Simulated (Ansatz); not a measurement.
| atom | x (Å) | y (Å) | z (Å) |
| --- | --- | --- | --- |
| C | -0.0692 | -0.6166 | -0.0930 |
| Cl | -2.4415 | 2.1469 | 1.3674 |
| In | -0.0993 | 2.6982 | 1.6095 |
| Si | 1.0894 | 0.8600 | 0.0199 |
| H | -0.1021 | -1.1567 | 0.8648 |
| H | -1.0890 | -0.2730 | -0.3217 |
| H | 0.2611 | -1.3163 | -0.8770 |
| H | 2.4401 | 0.4980 | 0.5520 |
| H | 1.2674 | 1.5383 | -1.3039 |

Geometry: PBE0-D3(BJ)/def2-SVP; core potentials replace the inner electrons of In.

Method: isolated molecule in a Gaussian basis; Kohn-Sham density functional theory, functional PBE0 in Ansatz 0.2.0.

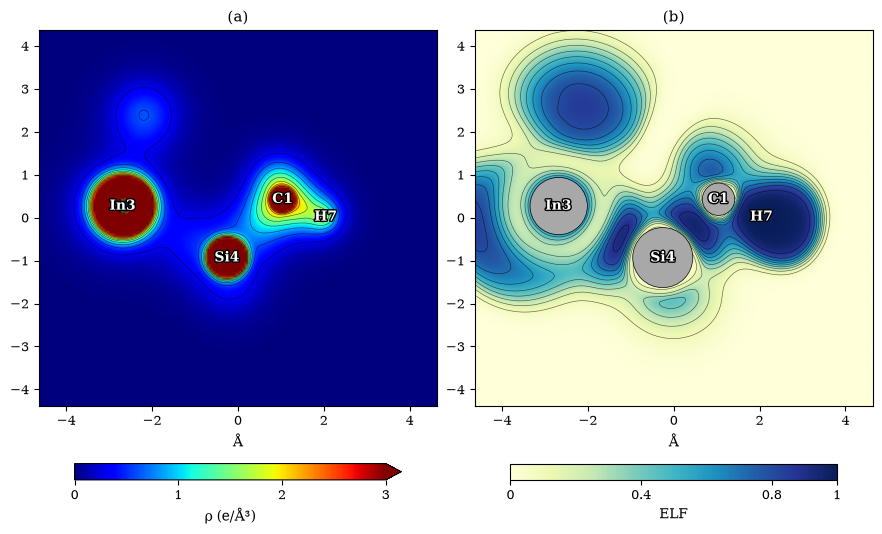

CH5ClInSi (doublet). (a) electron density; (b) electron localisation function on the plane of atoms C1, Si4 and In3. Grey discs cover the atomic cores in the ELF map.

Q: What do the fields say about this system?

A: The section cuts through C, In, Si and H sites.
C–Si (1.88 Å): ρ at the midpoint is about 0.93 e/Å³; the ELF peaks at about 0.95 between the atoms (a shared electron pair).
In–Si (2.71 Å): the density is about 0.37 e/Å³ at the midpoint; the ELF peaks at about 0.95 between the atoms: a shared electron pair.
C–H (1.10 Å): ρ at the midpoint is about 1.9 e/Å³; the ELF climbs to about 1 towards the hydrogen, as it does in any bond to H; a covalent bond by its length.
The ELF also peaks beside Cl2, away from the bonds: non-bonding electrons, paired or unpaired.
